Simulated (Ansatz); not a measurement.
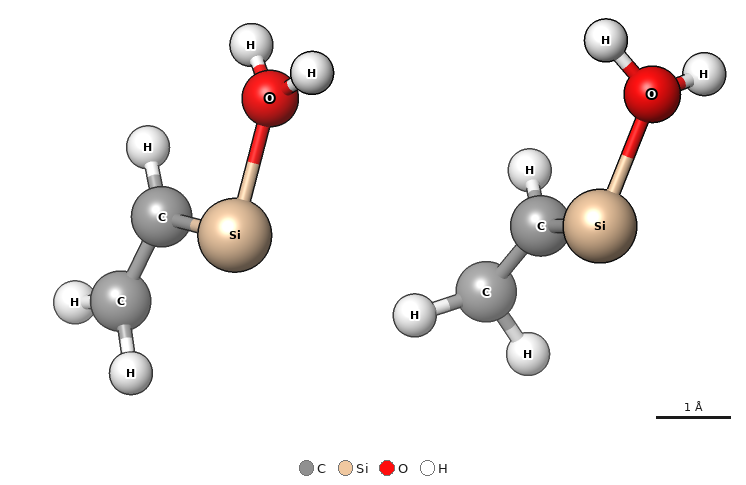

Two geometries of C₂H₅OSi (charge +1), drawn at one scale. One is the start of a relaxation, the other its converged end. A ball-and-stick model, seen from a free direction.

All numbers below come from RKS r2SCAN/def2-SVP in Ansatz 0.2.0. Settings: no spin polarisation; force threshold 0.02 eV/Å; at most 50 steps.

Question: Which of the two is the end point?

Answer: The left one is the relaxed one. The run prepares an end point of a later path (hydrogen shift) calculation, from a guessed geometry. Over 15 geometry steps the energy falls by 3.254 eV. The largest force component goes from 3.7 to 0.02 eV/Å. The atom that moves furthest after the best rigid fit is an H atom (1.22 Å). Largest moves by element: H 1.22 Å, C 0.27 Å, O 0.25 Å, Si 0.22 Å. Among the contacts that change: C–Si 1.734 → 1.836 Å, C–C 1.429 → 1.359 Å, O–Si 1.926 → 1.915 Å, C–H 1.090 → 1.101 Å. Bond angles that change, for instance: C–C–H 86.7° → 118.2°, C–C–Si 139.3° → 113.7°, C–Si–O 104.5° → 93.3°.
